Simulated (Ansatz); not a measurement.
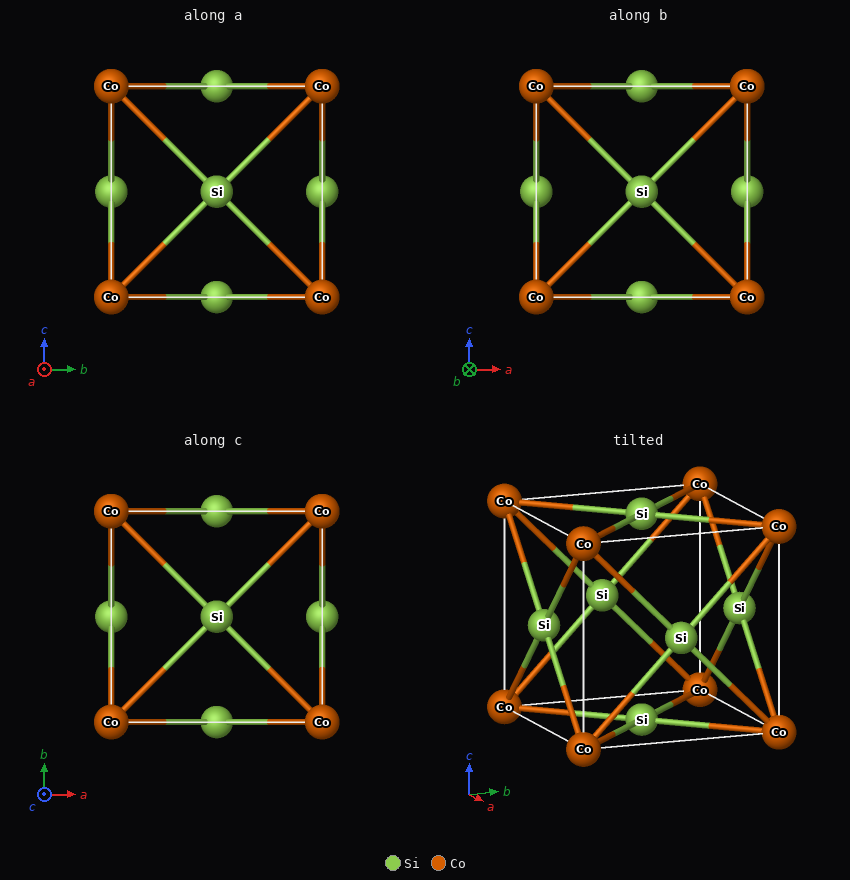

Structure drawing (ball-and-stick), viewed along the a axis, along the b axis, along the c axis and slightly off an axis. Lines trace the edges of the conventional unit cell.

Lattice parameters: a = 3.718 Å, b = 3.718 Å, c = 3.718 Å, α = 90.00°, β = 90.00°, γ = 90.00°.

### From the views, write a table of Wyckoff sites.

Space group Pm-3m (No. 221).
```csv
atom,site,x,y,z
Si,3c,0.0000,0.5000,0.5000
Co,1a,0.0000,0.0000,0.0000
```

The model was built from a structure type filled with these elements by a generator (whether the compound takes this form wasn't checked). Earlier steps of the study, as a rule a relaxation of our own, may have changed the cell and positions, so they can lie some per cent off the listed ones. It was the input of a calculation with Ansatz.

At this level of theory the run's own cell isn't at rest (stretched, at -7 GPa), so its distances can differ from those at equilibrium, the more so the softer the solid.
